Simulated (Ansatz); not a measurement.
Frequency calculation, with input and output: TaH3Cl3O2F

- system: TaH3Cl3O2F
- method: RKS PBE0-D4/def2-SVP (Ansatz 0.2.0)

It belongs to a series of runs on one base structure; here: vibrations at the highest image of the band. Figures and captions count atoms from 1; the log counts them from 0 in places.

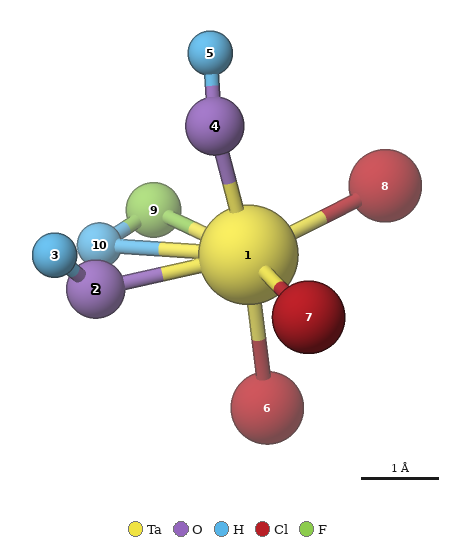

Figure 1. The structure as given in the input (ball-and-stick view, seen at a tilt; atoms are numbered from 1 in the order of the input). Sticks mark near contacts. Bond lengths as drawn: Cl–Ta 2.29 to 2.33 Å, F–H 1.08 Å, F–Ta 2.23 Å, H–O 0.96 to 0.97 Å, H–Ta 2.24 Å and O–Ta 1.88 to 2.06 Å.

### Results in brief

```csv
quantity,value
outcome,converged
total energy,−45951.1780 eV
mean-field energy,−45950.8986 eV
largest force (length of the vector),0.001 eV/Å
hardware,"4 threads of Arm Neoverse V1, 24 GiB of memory available, shared host"
wall time,2.7 min (CPU time 10 min)
peak memory,0.48 GiB
```

### The input
```yaml
crystal:
  periodic: [false, false, false]
  atoms:
    - { symbol: Ta, position_ang: [-0.054673, -0.166665, -0.119473] }
    - { symbol: O, position_ang: [1.994142, -0.003783, -0.239352] }
    - { symbol: H, position_ang: [2.480676, 0.240207, 0.558429] }
    - { symbol: O, position_ang: [0.176155, -0.610438, 1.692701] }
    - { symbol: H, position_ang: [0.113388, -1.207331, 2.442185] }
    - { symbol: Cl, position_ang: [-0.059163, 0.059275, -2.443418] }
    - { symbol: Cl, position_ang: [-0.71288, 1.984776, 0.282055] }
    - { symbol: Cl, position_ang: [-1.967691, -1.462234, -0.21345] }
    - { symbol: F, position_ang: [1.087525, -2.034931, -0.53085] }
    - { symbol: H, position_ang: [1.85762, -1.285574, -0.450827] }
basis:
  gaussian: { orbitals: def2-SVP }
hamiltonian:
  xc: pbe0
  dispersion: d4
phonons: {}
```

Command:
```bash
ansatz run input.yaml --threads 4 --pin off --max-ram 5120MiB --backend cpu --events-out ev --progress --plain --runs-dir out
```

### What the program printed
```
Engine: ansatz 0.2.0, aarch64-unknown-linux-gnu
Functional definition: PBE0
  parameter a = 0.25
  parameter kappa = 0.804
  parameter beta = 0.06672455060314922
  exchange = (1 - a)*pbe_x(kappa = kappa, mu = beta*pi^2/3) + a*exact_x
  correlation = pbe_c(beta = beta)
1447 factors; integrals over basis functions are off by at most 3.5e-4 eV
mean field evaluation 1: about -45941.2224 eV, gradient 7.3e1 eV
mean field evaluation 2: about -45830.4813 eV, gradient 2.4e2 eV
mean field evaluation 4: about -45950.4397 eV, gradient 1.4e1 eV
mean field evaluation 8: about -45950.8982 eV, gradient 4.4e-1 eV
mean field evaluation 16: about -45950.8986 eV, gradient 6.0e-5 eV
mean field -45950.89858541 eV, -1688.6643763759 hartree, gradient 6.0e-5 eV, S^2 0.000000; 0 other end points of the search recorded, 0 dependent functions left out
the calculation of the forces begins
reference -45950.89863680 eV, -1688.6643782645 hartree; 46, 46 occupied and 97, 97 virtual orbitals, 1447 factors
these checks for a lower state are left out or cut short: stability, starts, cluster_reference, orbital_swaps, neighbouring_geometries, increment
1447 factors; integrals over basis functions are off by at most 3.6e-4 eV
mean field -45950.89846820 eV, -1688.6643720687 hartree, gradient 3.0e-6 eV, S^2 0.000000; 0 other end points of the search recorded, 0 dependent functions left out
[... from here on the field's lines of each further geometry are left out, up to the last ...]
the calculation of the forces begins
reference -45950.89862322 eV, -1688.6643777654 hartree; 46, 46 occupied and 97, 97 virtual orbitals, 1447 factors
these checks for a lower state are left out or cut short: stability, starts, cluster_reference, orbital_swaps, neighbouring_geometries, increment
1447 factors; integrals over basis functions are off by at most 3.5e-4 eV
mean field -45950.89857060 eV, -1688.6643758320 hartree, gradient 2.4e-6 eV, S^2 0.000000; 0 other end points of the search recorded, 0 dependent functions left out
the calculation of the forces begins
reference -45950.89862200 eV, -1688.6643777206 hartree; 46, 46 occupied and 97, 97 virtual orbitals, 1447 factors
WARN: phonons: modes at or below zero, which the zero-point energy, F, S and C_V leave out: 1, the lowest at -425.77 cm⁻¹. A minimum has none, and a first-order saddle one
Total energy: -45951.17800036 eV, -1688.6746446862 hartree
Atom 0 at    -0.054673    -0.166665    -0.119473 Å, force     0.000508    -0.000428     0.000392 eV/Å
Atom 1 at     1.994142    -0.003783    -0.239352 Å, force     0.000008     0.000207    -0.000137 eV/Å
Atom 2 at     2.480676     0.240207     0.558429 Å, force    -0.000018     0.000094    -0.000018 eV/Å
Atom 3 at     0.176155    -0.610438     1.692701 Å, force     0.000040     0.000385     0.000189 eV/Å
Atom 4 at     0.113388    -1.207331     2.442185 Å, force    -0.000076    -0.000270    -0.000083 eV/Å
Atom 5 at    -0.059163     0.059275    -2.443418 Å, force     0.000014    -0.000020    -0.000506 eV/Å
Atom 6 at    -0.712880     1.984776     0.282055 Å, force    -0.000065     0.000013     0.000116 eV/Å
Atom 7 at    -1.967691    -1.462234    -0.213450 Å, force    -0.000117    -0.000010    -0.000054 eV/Å
Atom 8 at     1.087525    -2.034931    -0.530850 Å, force    -0.000182     0.000309     0.000001 eV/Å
Atom 9 at     1.857620    -1.285574    -0.450827 Å, force    -0.000111    -0.000280     0.000102 eV/Å
Dipole moment:     0.508802    -0.060164     0.882531 e Å
Vibrations: -425.77 66.04 87.96 121.03 137.78 149.59 164.80 195.17 247.76 324.83 353.51 361.36 375.52 395.73 424.45 460.05 642.99 705.94 739.02 986.63 1253.91 1924.25 3877.79 3962.21 cm⁻¹, zero-point energy 1.113273 eV
```

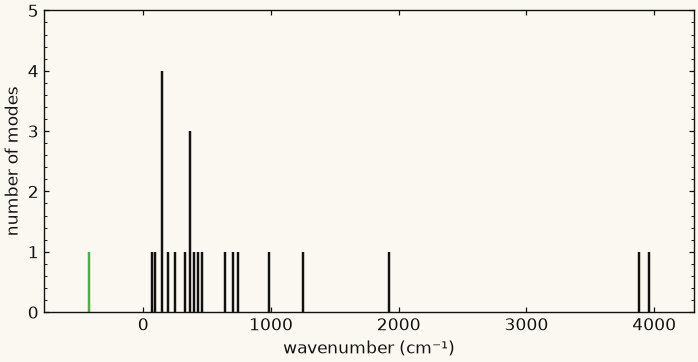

Figure 2. Harmonic vibrational wavenumbers from the force constants; neighbouring modes closer than 20 cm⁻¹ are counted in one stick, and imaginary ones are drawn at negative wavenumbers. 24 modes from 426i to 3962 cm⁻¹, 1 imaginary beyond 8i (426i cm⁻¹): a first-order saddle point, if the geometry is stationary.
